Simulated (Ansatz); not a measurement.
**In(PH3)F3 (F₃H₃InP): trial inputs and their diagnosis**

3 inputs were typed for In(PH3)F3 (F₃H₃InP). Each is run as it stands; the log then has to tell whether the result can be used.

Program: Ansatz 0.2.0, Gaussian basis. Level of theory: the settings change from run to run. These are calculated values, not measurements.

1 further run of the same task is left out (set aside as unsound or not needed). Runs told in other sessions of the task aren't counted.

## (1) The geometry

An earlier r2SCAN-D4/def2-SVP relaxation fixed the geometry. In takes a core potential in def2 sets; no spin-orbit term is included.

8 atoms, charge 0, spin multiplicity 1.

Atoms are counted from 1 here; the program's logs count them from 0.

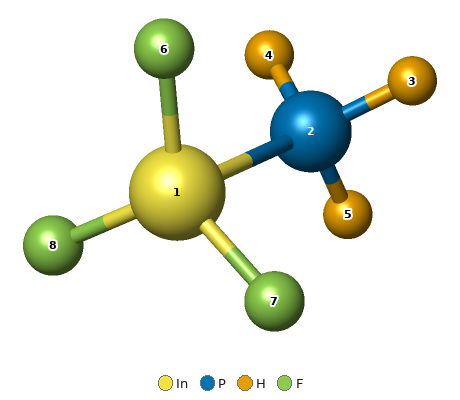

The structure; indium yellow, phosphorus blue, hydrogen amber, fluorine green; atoms are numbered from 1 in the order of the file.

## (2) Try 1

Input file in.yaml:

```yaml
crystal:
  periodic: [false, false, false]
  atoms:
    - {symbol: In, position_ang: [-0.004299, 0.010115, -1.515437]}
    - {symbol: P, position_ang: [0.004742, -0.006889, 1.220907]}
    - {symbol: H, position_ang: [0.707966, 1.023081, 1.892029]}
    - {symbol: H, position_ang: [0.551583, -1.137706, 1.875058]}
    - {symbol: H, position_ang: [-1.241568, 0.078070, 1.888095]}
    - {symbol: F, position_ang: [1.933813, -0.014350, -1.793492]}
    - {symbol: F, position_ang: [-0.954351, 1.702311, -1.776341]}
    - {symbol: F, position_ang: [-0.997905, -1.654642, -1.790819]}
basis:
  gaussian: {orbitals: def2-mTZVPP, fitting: {mean_field: def2-universal-jkfit}}
magnetization: {spin_polarized: true, initial_magnetization: 3}
hamiltonian: {xc: {name: BLYP}, dispersion: d3bj}
```

The run is started by

```console
> ansatz run in.yaml --threads 4 --pin off --events-out ev --progress --plain --max-ram 3916MiB
```

The program printed:

```text
Error: a molecule whose nuclei and cores have a total charge of 66 cannot have a net charge of 0 together with 3 unpaired electrons
```

Run time: 0.05 s. Hardware: 4 threads of AMD EPYC 7R43, shared host.

**Diagnosis.** The program refused the input. The number of unpaired electrons doesn't fit the electron count. To mend it, make charge and initial_magnetization agree: an even electron count takes an even number of unpaired electrons.

## (3) Try 2

Input file in.yaml:

```yaml
crystal:
  periodic: [false, false, false]
  atoms:
    - {symbol: In, position_ang: [-0.004299, 0.010115, -1.515437]}
    - {symbol: P, position_ang: [0.004742, -0.006889, 1.220907]}
    - {symbol: H, position_ang: [0.707966, 1.023081, 1.892029]}
    - {symbol: H, position_ang: [0.551583, -1.137706, 1.875058]}
    - {symbol: H, position_ang: [-1.241568, 0.078070, 1.888095]}
    - {symbol: F, position_ang: [1.933813, -0.014350, -1.793492]}
    - {symbol: F, position_ang: [-0.954351, 1.702311, -1.776341]}
    - {symbol: F, position_ang: [-0.997905, -1.654642, -1.790819]}
basis:
  gaussian: {orbitals: def2-SVPD, final_grid: {core_spheres: 1, valence_spheres: 1, degree: 3}}
hamiltonian: {xc: {name: r2SCAN}}
scf: {omitted_lower_state_checks: [starts]}
output: {forces: true}
```

Same command.

The program printed (excerpt; [...] marks lines left out):

```text
Functional definition: r2SCAN
  name "r2SCAN"
  cite "Furness, Kaplan, Ning, Perdew & Sun, J. Phys. Chem. Lett. 11, 8208 (2020) doi:10.1021/acs.jpclett.0c02405"
  cite "Furness, Kaplan, Ning, Perdew & Sun, J. Phys. Chem. Lett. 11, 9248 (2020) doi:10.1021/acs.jpclett.0c03077"
  parent r2scan
[...]
1333 factors; their error is unknown
[...]
a density is far from that of the atoms, so the factors are made again for it
1674 factors; integrals over basis functions are off by at most 2.2e-4 eV
[...]
mean field -22735.53006359 eV, -835.5153191413 hartree, gradient 9.8e-6 eV, S^2 0.000000; 0 other end points of the search recorded, 0 dependent functions left out
[...]
reference -22735.53007101 eV, -835.5153194139 hartree; 33, 33 occupied and 116, 116 virtual orbitals, 1674 factors
Total energy: -22735.53007101 eV, -835.5153194139 hartree
Atom 0 at    -0.004299     0.010115    -1.515437 Å, force    14.078188     3.246726   -10.682902 eV/Å
Atom 1 at     0.004742    -0.006889     1.220907 Å, force     1.470218     5.401925   -46.024666 eV/Å
Atom 2 at     0.707966     1.023081     1.892029 Å, force     3.575031   -10.705166     5.331008 eV/Å
Atom 3 at     0.551583    -1.137706     1.875058 Å, force     2.708568     6.429730     9.534938 eV/Å
Atom 4 at    -1.241568     0.078070     1.888095 Å, force     3.809580    -1.735170    11.120667 eV/Å
Atom 5 at     1.933813    -0.014350    -1.793492 Å, force   -29.028888    -0.205733    27.646926 eV/Å
Atom 6 at    -0.954351     1.702311    -1.776341 Å, force     1.225817    -5.292565     1.384752 eV/Å
Atom 7 at    -0.997905    -1.654642    -1.790819 Å, force     2.161485     2.860252     1.689277 eV/Å
Dipole moment:    -0.561952     0.252458     0.637662 e Å
Checks for a lower state left out: starts
```

Run time: 12 s. Hardware: 4 threads of AMD EPYC 7R43, shared host.

Diagnosis: The run converged, but a converged run isn't a right one. The integration grid is far too coarse. Its energy carries the error of the grid. Fix: drop final_grid and take the default grid.

## (4) Try 3

Input file in.yaml:

```yaml
crystal:
  periodic: [false, false, false]
  atoms:
    - {symbol: In, position_ang: [-0.004299, 0.010115, -1.515437]}
    - {symbol: P, position_ang: [0.004742, -0.006889, 1.220907]}
    - {symbol: H, position_ang: [0.707966, 1.023081, 1.892029]}
    - {symbol: H, position_ang: [0.551583, -1.137706, 1.875058]}
    - {symbol: H, position_ang: [-1.241568, 0.078070, 1.888095]}
    - {symbol: F, position_ang: [1.933813, -0.014350, -1.793492]}
    - {symbol: F, position_ang: [-0.954351, 1.702311, -1.776341]}
    - {symbol: F, position_ang: [-0.997905, -1.654642, -1.790819]}
basis:
  gaussian: {orbitals: def2-SVP}
hamiltonian: {xc: {name: PBE}}
correlation: {method: rpa}
md: {timestep: 1 fs, n_steps: 15, ensemble: nve, temperature: 700, initial_velocities: maxwell_boltzmann, seed: 586}
scf: {omitted_lower_state_checks: [starts]}
```

Launched as before.

The program printed:

```text
Error: forces are implemented only for Hartree–Fock and Kohn–Sham states of molecules, for MP2, coupled cluster and FCI on these and for active spaces without a correction or with SC-NEVPT2: ask for no forces
```

It took 0.05 s on 4 threads of AMD EPYC 7R43, shared host.

Diagnosis: Refused before any calculation. The last message tells what the program can't do with this input.

## (5) How the tries ended

| try | level | ended | cause | time |
| --- | --- | --- | --- | --- |
| 1 | BLYP/def2-mTZVPP | refused | the number of unpaired electrons doesn't fit the electron count | 0.05 s |
| 2 | r2SCAN/def2-SVPD | converged | the integration grid is far too coarse | 12 s |
| 3 | RPA/def2-SVP | refused | see the message | 0.05 s |

In words: 2 refused, 1 converged. A refusal costs next to no computing time. The dangerous case is the input that converges on a wrong geometry, charge, spin, basis or grid: often only a look at the input shows it.
